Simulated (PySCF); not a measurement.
Vertical excitations of a molecule C₄H₆O₂Si from TDDFT-PBE/def2-SVPD run with PySCF, as energy in eV (oscillator strength): 4.86 (0.001), 5.01 (0.160), 5.51 (0.000), 5.74 (0.001), 5.85 (0.118), 5.91 (0.000), 5.98 (0.001), 6.03 (0.005), 6.46 (0.101), 6.64 (0.001). Lowest triplet (TDA): 3.59 eV. Geometry optimised at r2SCAN-D4/def2-SVP. The values are those of a single conformer.

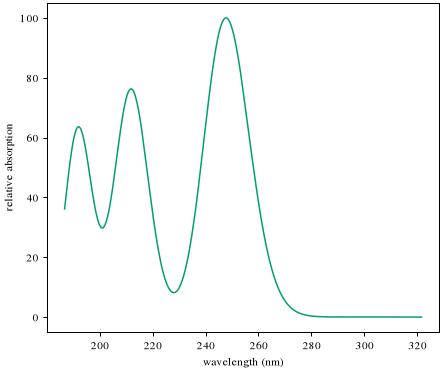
Figure. The lines broadened by 0.4 eV.

Task: Identify the compound among the candidates.
A) Oc1occc1[SiH3]
B) O=C1OC=C[C@@H]1[SiH3]
C) Oc1ccoc1[SiH3]
D) O=C1C[SiH2]C=CO1

Result: C, Oc1ccoc1[SiH3]
